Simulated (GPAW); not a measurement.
Band structure of IrRh3 (Pm-3m, 4 atoms in the cell).

```yaml
crystal:
  lattice:
    - [3.81706, 0.00000, 0.00000]
    - [0.00000, 3.81706, 0.00000]
    - [0.00000, 0.00000, 3.81706]
  atoms:
    - { symbol: Ir, position: [0.00000, 0.00000, 0.00000] }
    - { symbol: Rh, position: [0.00000, 0.50000, 0.50000] }
    - { symbol: Rh, position: [0.50000, 0.00000, 0.50000] }
    - { symbol: Rh, position: [0.50000, 0.50000, 0.00000] }
```

Computed with LDA (Perdew-Wang 92), GPAW PAW datasets LDA (gpaw-data 1.0.1) (plane waves; GPAW).

Settings: mode = pw; ecut = 600 eV; xc = LDA; kpts = 6 6 6; mesh shift (steps) = 0 0 0; occupations.name = fermi-dirac; occupations.width = 0.1 eV; nbands = -8; convergence.density = 1e-05 e/electron; symmetry.symmorphic = false; symmetry.tolerance = 0.0005; maxiter = 100; bandpath_npoints = 40.

The starting cell comes from a database of computed structures (which also holds hypothetical and non-ambient phases and stackings), without a prior relaxation at this level. Spin-orbit coupling is off. Spin polarisation is off.

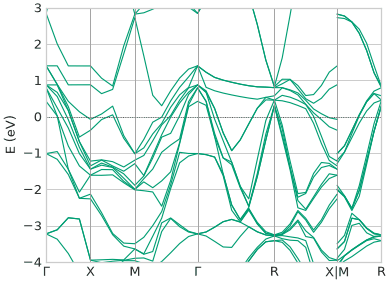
*Bands along the path, energies from the Fermi level.*

Levels in eV from the Fermi level, bands 26 to 33:
```csv
point,26,27,28,29,30,31,32,33
Γ,0.79,0.79,0.87,0.87,0.87,1.40,1.40,1.40
X,-1.61,-1.45,-1.45,-1.36,-1.23,-0.38,-0.08,0.87
M,-2.00,-2.00,-1.89,-1.30,-1.20,-1.02,-1.02,2.72
R,0.30,0.30,0.45,0.45,0.45,0.57,0.80,0.80
```

Bands cross the Fermi level along this path, so the cell is metallic at this level.
